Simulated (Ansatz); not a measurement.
# BLYP/def2-SVP (core potential) run of WF6 (tungsten hexafluoride)

What is the vertical ionisation energy of WF6 (tungsten hexafluoride) at BLYP/def2-SVP (core potential)? 

The results are computed with Ansatz 0.2.0.

1 further run of the same task is left out (it didn't finish). Runs told in other sessions of the task aren't counted.

### 1 The structure to begin with

WF6: 7 atoms, total charge 0, spin state singlet. SMILES: `[F][W]([F])([F])([F])([F])[F]`. The shape is that of a PBE0-D4/def2-TZVP optimisation.

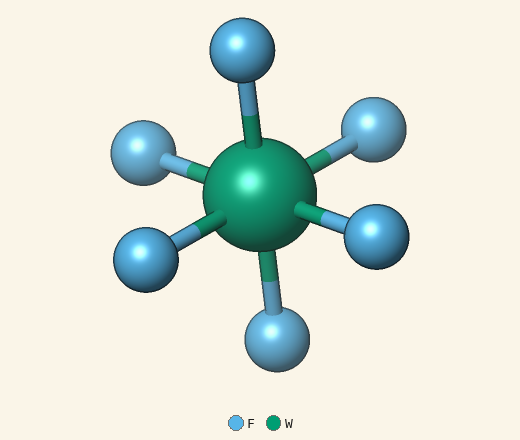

The structure, seen from a chosen angle (fluorine blue, tungsten teal).

### 2 The energy at BLYP/def2-SVP (core potential)

job.yaml reads:

```yaml
crystal:
  periodic: [false, false, false]
  atoms:
    - {symbol: F, position_ang: [-1.052560, -0.121830, -1.496370]}
    - {symbol: W, position_ang: [0.000030, -0.000000, -0.000010]}
    - {symbol: F, position_ang: [-1.440140, -0.427080, 1.051380]}
    - {symbol: F, position_ang: [0.416270, -1.779440, -0.149230]}
    - {symbol: F, position_ang: [1.442130, 0.426350, -1.049020]}
    - {symbol: F, position_ang: [-0.420310, 1.778520, 0.148430]}
    - {symbol: F, position_ang: [1.054590, 0.123460, 1.494820]}
basis:
  gaussian:
    orbitals: def2-SVP
hamiltonian:
  xc: {name: BLYP}
accuracy: high
output: {orbitals: {seedname: orbitals}}
```

Run with:

```sh
ansatz run job.yaml --threads 1 --pin off --max-ram 3480MiB --events-out events.jsonl --progress --plain --runs-dir runs
```

Output:

```text
Warning: RAYON_NUM_THREADS=1 ignored (pool sized by the plan → 1); use --threads N
Functional definition: BLYP
  name "BLYP"
  parameter beta = 0.0042
  parameter a = 0.04918
  parameter b = 0.132
  parameter c = 0.2533
  parameter d = 0.349
  exchange = b88_x(beta = beta)
  correlation = lyp_c(a = a, b = b, c = c, d = d)
2517 factors; integrals over basis functions are off by at most 6.2e-9 eV
mean field evaluation 1: about -18106.5992 eV, gradient 9.3e1 eV
mean field evaluation 2: about -17958.7910 eV, gradient 3.0e2 eV
mean field evaluation 4: about -18120.8505 eV, gradient 9.2e0 eV
mean field evaluation 8: about -18121.0387 eV, gradient 2.1e-1 eV
mean field evaluation 16: about -18121.0388 eV, gradient 8.5e-6 eV
mean field -18121.03876678 eV, -665.9358917978 hartree, gradient 8.3e-8 eV, S^2 0.000000; 0 other end points of the search recorded, 0 dependent functions left out
reference -18121.03882154 eV, -665.9358938105 hartree; 34, 34 occupied and 82, 82 virtual orbitals, 2517 factors
Total energy: -18121.03882154 eV, -665.9358938105 hartree
```

Wall time 13 s (1 thread of Arm Neoverse V1, shared host); peak memory 0.37 GiB.

### 3 The doublet cation, same level

input.yaml reads:

```yaml
crystal:
  periodic: [false, false, false]
  atoms:
    - {symbol: F, position_ang: [-1.052560, -0.121830, -1.496370]}
    - {symbol: W, position_ang: [0.000030, -0.000000, -0.000010]}
    - {symbol: F, position_ang: [-1.440140, -0.427080, 1.051380]}
    - {symbol: F, position_ang: [0.416270, -1.779440, -0.149230]}
    - {symbol: F, position_ang: [1.442130, 0.426350, -1.049020]}
    - {symbol: F, position_ang: [-0.420310, 1.778520, 0.148430]}
    - {symbol: F, position_ang: [1.054590, 0.123460, 1.494820]}
basis:
  gaussian:
    orbitals: def2-SVP
total_charge: 1
magnetization:
  spin_polarized: true
  initial_magnetization: 1
hamiltonian:
  xc: {name: BLYP}
accuracy: high
output:
  orbitals: {seedname: orbitals}
```

Run with:

```sh
ansatz run input.yaml --threads 1 --pin off --max-ram 3480MiB --events-out events.jsonl --progress --plain --runs-dir runs
```

Output:

```text
Warning: RAYON_NUM_THREADS=1 ignored (pool sized by the plan → 1); use --threads N
[... 9 set-up lines as earlier in the session ...]
2517 factors; integrals over basis functions are off by at most 6.2e-9 eV
mean field evaluation 1: about -18089.0178 eV, gradient 7.5e1 eV
mean field evaluation 2: about -17760.3835 eV, gradient 2.5e2 eV
mean field evaluation 4: about -18103.5509 eV, gradient 3.1e1 eV
mean field evaluation 8: about -18106.0078 eV, gradient 1.7e1 eV
mean field evaluation 16: about -18106.6258 eV, gradient 1.1e1 eV
mean field evaluation 32: about -18107.2774 eV, gradient 2.0e-7 eV
mean field evaluation 64: about -18107.2617 eV, gradient 1.8e0 eV
mean field evaluation 96: about -18107.2487 eV, gradient 2.5e0 eV
mean field evaluation 128: about -18107.2774 eV, gradient 1.1e-2 eV
mean field evaluation 160: about -18107.2774 eV, gradient 7.6e-3 eV
mean field -18107.27744238 eV, -665.4301724540 hartree, gradient 1.7e-8 eV, S^2 0.754042; 20 other end points of the search recorded, 0 dependent functions left out
reference -18107.27750046 eV, -665.4301745884 hartree; 34, 33 occupied and 82, 83 virtual orbitals, 2517 factors
Total energy: -18107.27750046 eV, -665.4301745884 hartree
```

Wall time 2.4 min (1 thread of Arm Neoverse V1, shared host); peak memory 0.5 GiB.

### 4 Summary of results

At BLYP/def2-SVP (core potential):

| quantity | value |
| --- | --- |
| singlet WF6: total energy | -665.93589 Eh |
| singlet WF6: HOMO energy | -10.40 eV |
| singlet WF6: LUMO energy | -4.96 eV |
| singlet WF6: HOMO–LUMO gap | 5.45 eV |
| doublet cation: total energy | -665.43017 Eh |
| doublet cation: HOMO energy (highest over α and β) | -17.20 eV |
| doublet cation: LUMO energy (lowest over α and β) | -17.13 eV |
| doublet cation: ⟨S²⟩ | 0.754 |
| vertical ionisation energy (to the doublet cation) | 13.761 eV |

In words: Removing an electron at fixed nuclei costs 13.76 eV (1328 kJ/mol). The negative HOMO energy of the first species, 10.40 eV, lies 3.36 eV below that difference.
